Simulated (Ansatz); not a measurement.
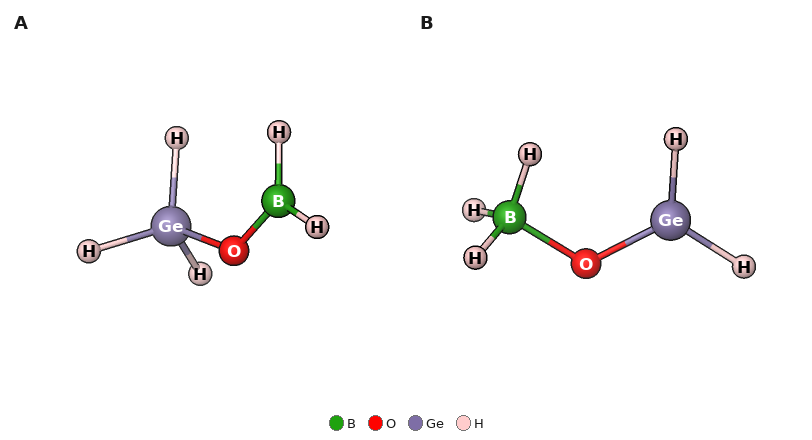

2 stationary structures of one formula. Geometries: PBE0-D4/def2-TZVP. Electronic energies: RHF-CCSD(T) (frozen core)/def2-TZVPP (Ansatz 0.2.0), without zero-point energy. No frequency run is at hand to confirm each as a minimum. Each is one conformer, not always the lowest.

**Rank them by energy, lowest first.**

A is lowest (Cs); B lies 62.8 kcal/mol above it (Cs).
